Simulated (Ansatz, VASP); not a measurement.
# BAs: VASP beside Ansatz

Aim: how closely do two programs agree when they are given the same cell, functional and k mesh? The cell is taken from a series of VASP runs on this material, whose earlier steps may have relaxed, scaled or displaced it; both programs get it as it stands. Valence electrons are named where the data sets of a main pair hold unlike numbers.

Program: Ansatz 0.2.0. Level of theory: plane waves, with VASP 6.6.1 beside it; band structure at HSE06. Results are calculated unless marked as measured.

**1. The structure**

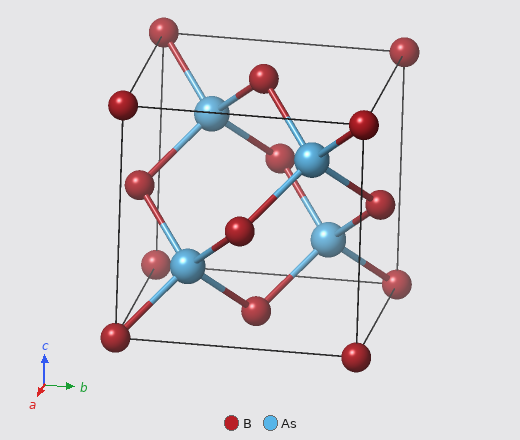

The starting structure, seen slightly off an axis (boron red, arsenic blue). This picture shows the conventional cell, with its axes. Bonds to atoms that aren't drawn are left out. Some periodic images of atoms are drawn too.

**2. VASP: band structure, HSE06**

The same path points are solved in both programs, so levels can be compared one by one.

Lines of VASP's logs that name or quote its potential files are left out, and so is its time.

The run reads the wave functions of an earlier VASP run, which isn't shown here.

The input, INCAR:

```
SYSTEM = BAs
PREC = Accurate
ENCUT = 420
EDIFF = 1E-06
NELM = 100
ISMEAR = 0
SIGMA = 0.05
LREAL = .FALSE.
ALGO = Normal
LHFCALC = .TRUE.
AEXX = 0.25
GGA = PE
HFSCREEN = 0.2
LASPH = .TRUE.
NBANDS = 10
PRECFOCK = Fast
LORBIT = 11
LWAVE = .FALSE.
LCHARG = .FALSE.
KPAR = 2
```

The input, POSCAR:

```
BAs
1.0
    0.0000000000      2.4084771865      2.4084771865
    2.4084771865      0.0000000000      2.4084771865
    2.4084771865      2.4084771865      0.0000000000
B As
1 1
Direct
    0.0000000000      0.0000000000      0.0000000000
    0.2500000000      0.2500000000      0.2500000000
```

The input, KPOINTS:

```
Automatic mesh
0
Gamma
5 5 5
0 0 0
```

The input, KPOINTS_OPT:

```
Line mode
6
Line-mode
Reciprocal
  0.00000000   0.00000000   0.00000000 GAMMA
  0.50000000   0.00000000   0.50000000 X

  0.50000000   0.00000000   0.50000000 X
  0.50000000   0.25000000   0.75000000 W

  0.50000000   0.25000000   0.75000000 W
  0.37500000   0.37500000   0.75000000 K

  0.37500000   0.37500000   0.75000000 K
  0.00000000   0.00000000   0.00000000 GAMMA

  0.00000000   0.00000000   0.00000000 GAMMA
  0.50000000   0.50000000   0.50000000 L

  0.50000000   0.50000000   0.50000000 L
  0.62500000   0.25000000   0.62500000 U

  0.62500000   0.25000000   0.62500000 U
  0.50000000   0.25000000   0.75000000 W

  0.50000000   0.25000000   0.75000000 W
  0.50000000   0.50000000   0.50000000 L

  0.50000000   0.50000000   0.50000000 L
  0.37500000   0.37500000   0.75000000 K

  0.62500000   0.25000000   0.62500000 U
  0.50000000   0.00000000   0.50000000 X
```

The projector-augmented-wave data sets are B and As (PBE family, release 64).

Command:

```
> mpirun -np 2 vasp_std
```

Numbers of over 12 decimals in the logs are rounded to 6 here.

The program printed:

```text
[banner, memory and clock lines left out]
running    2 mpi-ranks, on    1 nodes
 distrk:  each k-point on    1 cores,    2 groups
 distr:  one band on    1 cores,    1 groups

 POSCAR found type information on POSCAR B As
 POSCAR found :  2 types and       2 ions
 LDA part: xc-table for (Slater+PW92), standard interpolation
 found WAVECAR, reading the header
 POSCAR, INCAR and KPOINTS ok, starting setup
 FFT: planning ... GRIDC
 FFT: planning ... GRID_SOFT
 FFT: planning ... GRID
 reading WAVECAR
 the WAVECAR file was read successfully
 initial charge from wavefunction
 entering main loop
       N       E                     dE             d eps       ncg     rms          rms(c)
DAV:   1    -0.132300922623E+02   -0.13230E+02   -0.48669E-01   204   0.498E+00    0.245E+00
DAV:   2    -0.132317997101E+02   -0.17074E-02   -0.47649E-03   218   0.516E-01    0.160E+00
DAV:   3    -0.132309908478E+02    0.80886E-03   -0.81507E-04   220   0.179E-01    0.936E-01
DAV:   4    -0.132307501641E+02    0.24068E-03   -0.16097E-04   214   0.840E-02    0.537E-01
DAV:   5    -0.132306649743E+02    0.85190E-04   -0.33704E-05   212   0.389E-02    0.305E-01
DAV:   6    -0.132306364883E+02    0.28486E-04   -0.13087E-05   216   0.222E-02    0.172E-01
DAV:   7    -0.132306279109E+02    0.85774E-05   -0.40052E-06   208   0.130E-02    0.968E-02
DAV:   8    -0.132306256142E+02    0.22967E-05   -0.10448E-06   110   0.751E-03    0.549E-02
DAV:   9    -0.132306251158E+02    0.49844E-06   -0.39773E-07   114   0.472E-03
   1 F= -.13230625E+02 E0= -.13230625E+02  d E =-.103385E-14
 Start KPOINTS_OPT (optional k-point list driver)
k-point batch [1-10\60]
       N       E                     dE             ncg
DAV:   1     0.146212679278E+03   -0.22361E+04      200
DAV:   2    -0.907488944701E+02   -0.23696E+03      298
DAV:   3    -0.103703532630E+03   -0.12955E+02      246
DAV:   4    -0.103793648609E+03   -0.90116E-01      270
DAV:   5    -0.103794701238E+03   -0.10526E-02      262
DAV:   6    -0.103794704087E+03   -0.28486E-05      254
DAV:   7    -0.103794704096E+03   -0.93565E-08      232
[...]
k-point batch [51-60\60]
       N       E                     dE             ncg
DAV:   1     0.392761867596E+02   -0.30347E+04      200
DAV:   2    -0.166174698287E+03   -0.20545E+03      260
DAV:   3    -0.175353735650E+03   -0.91790E+01      260
DAV:   4    -0.175433741891E+03   -0.80006E-01      262
DAV:   5    -0.175434072126E+03   -0.33023E-03      280
DAV:   6    -0.175434072838E+03   -0.71245E-06      228
```

From OUTCAR (step 2):

```text
ion  position               nearest neighbor table
   1  0.000  0.000  0.000-   2 2.09   2 2.09   2 2.09   2 2.09
   2  0.250  0.250  0.250-   1 2.09   1 2.09   1 2.09   1 2.09

  LATTYP: Found a face centered cubic cell.
 ALAT       =     4.8169543730

 Subroutine GETGRP returns: Found 24 space group operations
 (whereof 24 operations were pure point group operations)

The static configuration has the point symmetry T_d .

 Found     10 irreducible k-points:

   k-points           NKPTS =     10   k-points in BZ     NKDIM =    125   number of bands    NBANDS=     10

   dimension x,y,z NGX =    24 NGY =   24 NGZ =   24
   dimension x,y,z NGXF=    48 NGYF=   48 NGZF=   48

   ENCUT  =  420.0 eV  30.87 Ry    5.56 a.u.   5.69  5.69  5.69*2*pi/ulx,y,z

   NELECT =       8.0000    total number of electrons

 k-points in reciprocal lattice and weights: Automatic mesh
   0.00000000  0.00000000  0.00000000       0.008
   0.20000000  0.00000000  0.00000000       0.064
   0.40000000  0.00000000  0.00000000       0.064
   0.20000000  0.20000000  0.00000000       0.048
   0.40000000  0.20000000  0.00000000       0.192
  -0.40000000  0.20000000  0.00000000       0.192
  -0.20000000  0.20000000  0.00000000       0.096
   0.40000000  0.40000000  0.00000000       0.048
  -0.40000000  0.40000000  0.00000000       0.096
  -0.40000000  0.40000000  0.20000000       0.192

  exchange ACFDT corr.  =         0.00000000  see jH, gK, PRB 81, 115126

 average (electrostatic) potential at core
       1 -24.1612       2 -45.3247

 E-fermi :   5.6949

 k-point     1 :       0.0000    0.0000    0.0000
  band No.  band energies     occupation
      1     -11.2784      2.00000
      2       5.4341      2.00000
      3       5.4341      2.00000
      4       5.4341      2.00000
      5       9.5411      0.00000
      6       9.5411      0.00000
      7       9.5411      0.00000
      8      11.0063      0.00000
      9      15.9566      0.00000
    ...

 k-point     2 :       0.2000    0.0000    0.0000
  band No.  band energies     occupation
      1     -10.5789      2.00000
      2       1.4180      2.00000
      3       4.5236      2.00000
      4       4.5236      2.00000
      5       9.4406      0.00000
      6      10.7106      0.00000
      7      10.7106      0.00000
      8      13.6649      0.00000
      9      17.5896      0.00000
    ...

 k-point     3 :       0.4000    0.0000    0.0000
  band No.  band energies     occupation
      1      -8.7597      2.00000
      2      -3.1320      2.00000
      3       3.6146      2.00000
      4       3.6146      2.00000
      5       8.9410      0.00000
      6      11.1669      0.00000
      7      11.1669      0.00000
      8      15.4474      0.00000
      9      18.5990      0.00000
    ...

  energy-cutoff  :      420.00
  volume of cell :       27.94
      direct lattice vectors                 reciprocal lattice vectors
     0.000000000  2.408477186  2.408477186    -0.207600057  0.207600057  0.207600057
     2.408477186  0.000000000  2.408477186     0.207600057 -0.207600057  0.207600057
     2.408477186  2.408477186  0.000000000     0.207600057  0.207600057 -0.207600057

 POSITION                                       TOTAL-FORCE (eV/Angst)
 -----------------------------------------------------------------------------------
      0.00000      0.00000      0.00000         0.000000      0.000000      0.000000
      1.20424      1.20424      1.20424        -0.000000     -0.000000     -0.000000
 -----------------------------------------------------------------------------------
    total drift:                               -0.000001      0.000000      0.000000

  FREE ENERGIE OF THE ION-ELECTRON SYSTEM (eV)
  ---------------------------------------------------
  free  energy   TOTEN  =       -13.2306251158 eV

  energy  without entropy=      -13.2306251158  energy(sigma->0) =      -13.23062512

 total charge
# of ion       s       p       d       tot
------------------------------------------
    1        0.649   1.151   0.000   1.800
    2        1.184   1.684   0.088   2.956
--------------------------------------------------
tot          1.833   2.835   0.088   4.755

[... 3 further parts left out ...]
```

Spin-orbit coupling is off here; it would split degenerate levels, and it lifts a valence top of As p states by about 0.1 eV.

(Part 1 of 2 ends here.)

[Lines on the potential files, build, host, timing and source positions are cut from VASP's logs without a mark.]

[Logs are printed without paths, hosts, clocks, repeated set-up lines and the standing remarks that a program may print on its own settings, such as how far it seeks lower states.]

[Hosts, paths, dates, database ids (printed as entryN), source tags and the programs' standing remarks are cut or masked in the printed files.]
